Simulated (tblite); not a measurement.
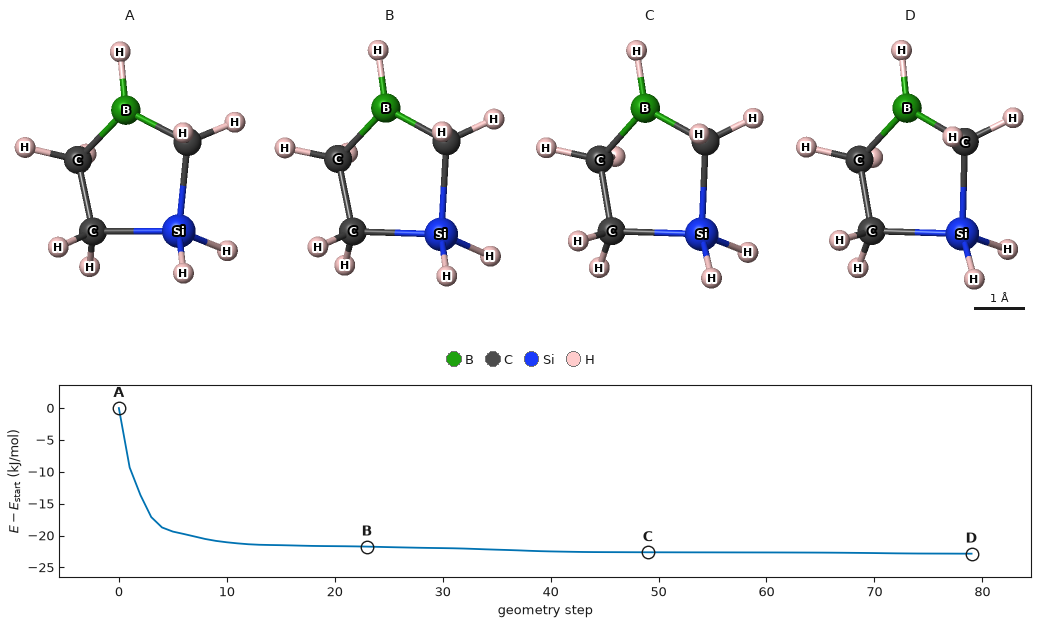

Frames of a relaxation of C$_{3}$H$_{9}$BSi, marked on the history of the run. A ball-and-stick model, seen at a tilt.

Theory: GFN2-xTB geometry optimisation, gas phase in tblite. 

Q: Describe the path.

A: The atom that moves furthest after the best rigid fit is an H atom (0.30 Å). By element the largest moves are H 0.30 Å, Si 0.13 Å, C 0.10 Å, B 0.07 Å. Some distances before and after: C–Si 1.837 → 1.906 Å, C–Si 1.874 → 1.906 Å, C–H 1.127 → 1.097 Å, B–C 1.590 → 1.574 Å. Bond angles that change, for instance: C–Si–C 99.9° → 93.8°, H–C–H 110.6° → 104.8°, B–C–H 110.1° → 115.4°. Over 79 geometry steps the energy falls by 22.8 kJ/mol. The run took 0.59 s on 1 thread of Arm Neoverse N1, with other jobs on the host. From step 0 to 23: an H atom moves most (0.13 Å), energy −21.7 kJ/mol. From step 23 to 49: H atoms move most (0.17 Å), energy −0.89 kJ/mol. From step 49 to 79: an H atom moves most (0.18 Å), energy −0.22 kJ/mol.

```csv
step,"E − E(0), kJ/mol"
0,0.00
1,-9.32
2,-13.65
3,-17.10
4,-18.73
5,-19.38
6,-19.75
7,-20.15
8,-20.54
9,-20.84
10,-21.06
14,-21.49
17,-21.60
21,-21.68
25,-21.82
28,-21.92
32,-22.05
35,-22.22
39,-22.45
43,-22.58
46,-22.61
50,-22.63
54,-22.64
57,-22.65
61,-22.66
64,-22.67
68,-22.72
72,-22.80
75,-22.83
79,-22.85
```
